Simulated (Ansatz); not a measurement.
# Fields on a plane of ZrCu5 (space group F-43m)

```yaml
crystal:
  lattice:
    - [0.00000, 3.39430, 3.39430]
    - [3.39430, 0.00000, 3.39430]
    - [3.39430, 3.39430, 0.00000]
  atoms:
    - { symbol: Zr, position: [0.00000, 0.00000, 0.00000] }
    - { symbol: Cu, position: [0.25000, 0.25000, 0.25000] }
    - { symbol: Cu, position: [0.62422, 0.62422, 0.62422] }
    - { symbol: Cu, position: [0.62422, 0.62422, 0.12735] }
    - { symbol: Cu, position: [0.62422, 0.12735, 0.62422] }
    - { symbol: Cu, position: [0.12735, 0.62422, 0.62422] }
```

The slice is a {110} plane (indices of the conventional cell) through the point (0.624, 0.127, 0.624) (fractional), spanned by u = [100] and v = [1 -1 -1] in vectors of this cell: u (4.80 Å) and v (6.79 Å, at 90° to u). It covers one period; positions are fractions (u, v).

Atoms on it: Cu at (0.50, 0.50); Cu at (0.00, 0.00).

Calculation: PBEsol (plane waves to 420 eV, PAW, scalar-relativistic; Ansatz, a quantum-chemistry and plane-wave program). k mesh 12×12×12. These are valence fields of a PAW run, semicore shells included where kept as valence: close to a nucleus they are smooth pseudo fields. ZrCu5 is run without spin polarisation. ZrCu5 was relaxed with its symmetry unable to fall.

```
|xxx+-=#%+-....-+%#=-+xx|
|xx*=-+%#=.    .=#%+-=*x|
|+=--=#@*-.    .-*@#=--=|
|:::-*@@*-.    .-*@@*-::|
|::=*@@@#=:    :=#@@@*=:|
|**#%%%%#*-....-*#%%%%#*|
|%%%#**###+=--=+###**#%%|
|%%#*++*#%%#**#%%#*++*#%|
|*##*++*#%@@@@@@%#*++*##|
|++****#%@@@@@@@@%#****+|
|==+###%%%*++++*%%%###+=|
|=+*#%@%#=------=#%@%#*+|
|+*#%@@#=::=++=::=#@@%#*|
|###%@@+::=@xx@=::+@@%##|
|**#%@%=:-#xxxx#-:=%@%#*|
|--=*%%+:=@xxxx@=:+%%*=-|
|  .-*%*-=%xxxx%=-*%*-. |
|   :+%#=-+@xx@+-=#%+:  |
|   .=%@*--=++=--*@%=.  |
|   :=%@%+-::::-+%@%=:  |
|  .:+%@@%+-::-+%@@%+:. |
|..:=*%%%%%#**#%%%%%*=:.|
|:-=*##**#%%%%%%#**##*=-|
|+*#%%**+*#%%%%#*+**%%#*|
|@@@@%*++*##**##*++*%@@@|
|@@@@@#****++++****#@@@@|
|++*#%%%##*+==+*##%%%#*+|
|----+%@%%*+==+*%%@%+---|
|++-::+%@%#*++*#%@%+::-+|
|xx*-:-#@@%#**#%@@#-:-*x|
|xxx=:-*@%#****#%@*-:=xx|
|xxx+--#%#+=--=+#%#--+xx|
```
Scale: ten equal steps from 0.12 (start of ' ') to 0.33 (end of '@'), in the order ' .:-=+*#%@'. Values: electron localisation function (ELF). The map has 23 points along u (one character each, u = 0 at the left) and 32 along v (v = 0 in the bottom row). Points within 0.5 Å of a nucleus are blanked (x), as the pseudised field means little there.

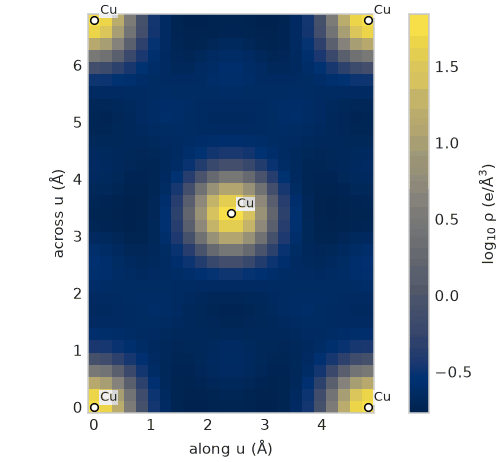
Figure. Log₁₀ of the valence density in e/Å³, one period of the plane, atoms marked. The scale is logarithmic, as a density can span decades between atoms and voids.
